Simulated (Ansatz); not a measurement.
**Effect of Os → Rh on Os**

Consider Os in the hcp (Mg type) structure (space group P6_3/mmc, No. 194; a = 2.729 Å, c = 4.306 Å).

Now apply this change: every Os is replaced by Rh, then cell and atoms are relaxed.

Calculations: PBEsol, PAW, 420 eV (Ansatz, a program for electronic structure; no spin-orbit coupling). Γ-centred 20×20×11 mesh, Fermi–Dirac width 0.05 eV, for the changed cell.

The density decreases by 10.13 g/cm³ to 12.61 g/cm³ and the c/a ratio goes up by 0.035, from 1.578 to 1.613. The space group is still P6_3/mmc (No. 194) and the band gap is still zero.

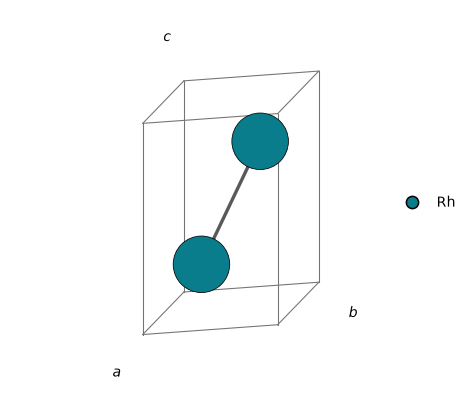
Figure: The relaxed conventional cell after the change

Stability against distortions was not tested. For Rh in this form, whether it has been made was not checked. All final runs are without spin polarisation. Rh has a high density of states at the Fermi level and may be magnetic at this level. This is not the structure that Rh has at room temperature and ambient pressure.
